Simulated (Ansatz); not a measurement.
System: C2H2F2Te (SMILES FC1(F)C[Te]1).

```xyz
7

C    -0.5494    3.6644   -1.0311
C    -0.9114    2.9935    0.2205
F    -1.1598    3.2809   -2.1699
F     0.7521    3.9124   -1.2786
Te   -1.6557    5.1338    0.3005
H    -0.0977    2.7913    0.9325
H    -1.7245    2.2541    0.1738
```

Geometry: BLYP-D3(BJ)/def2-SVP; core potentials replace the inner electrons of Te.

All numbers below come from isolated molecule in a Gaussian basis; Kohn-Sham density functional theory, functional PBE0 in Ansatz 0.2.0.

Q: Predict the electron density and electron localisation function between the atoms.

A: C–F (1.35 Å): the density is about 2.3 e/Å³ at the midpoint, with its minimum of 1.9 e/Å³ about 0.5 Å from C; the ELF peaks at about 0.80 between the atoms (a shared but strongly polarised pair).
C–C (1.47 Å): ρ at the midpoint is about 1.9 e/Å³; the ELF peaks at about 0.95 between the atoms (a covalent bond).
C–H (1.10 Å): ρ at the midpoint is about 2 e/Å³; the ELF climbs to about 1 towards the hydrogen, as it does in any bond to H (a covalent bond by its length).

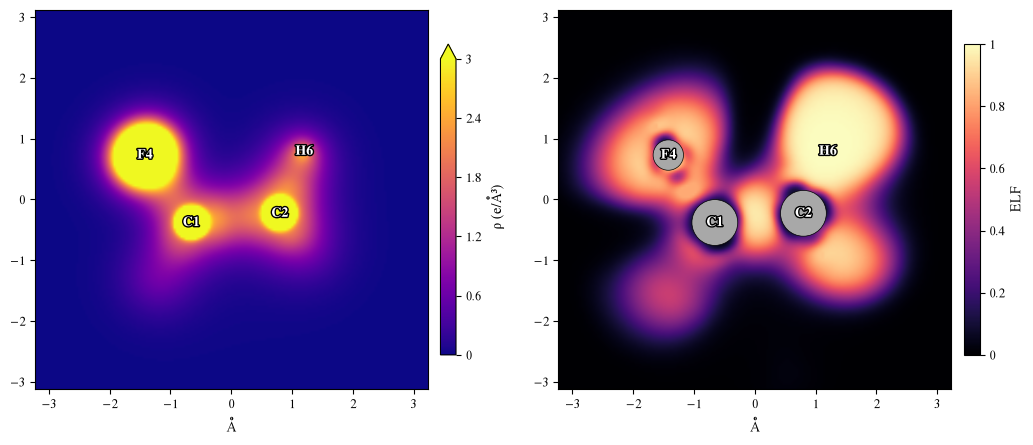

Computed electron density and electron localisation function on the plane of atoms C2, C1 and F4, in this order. Grey discs cover the atomic cores in the ELF map. 
